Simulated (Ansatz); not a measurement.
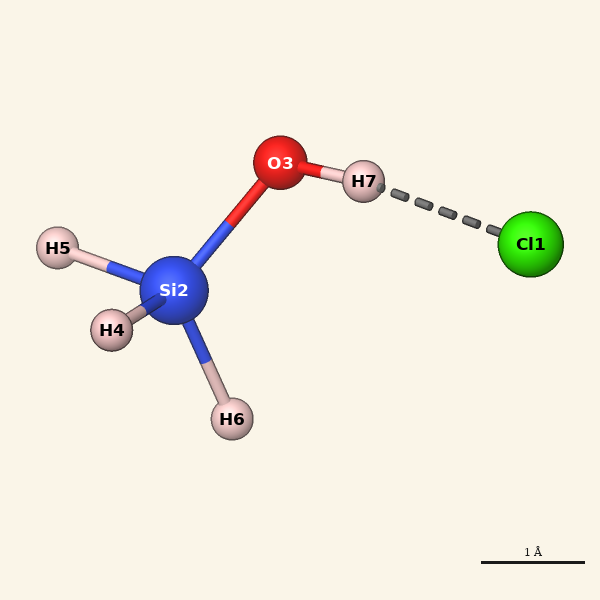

Figure made from data computed with Ansatz.

Broken lines mark hydrogen bonds. State: charge −1, singlet. Geometry: a pair of rigid molecules at a changed separation.

Tabulate the hydrogen bonds (donors O, N, F, S, Cl) with their geometry.

```
    D–H···A  D–H (Å)  H···A (Å)  angle (°)            kind
O3–H7···Cl1     1.01       2.16        173  intermolecular
```
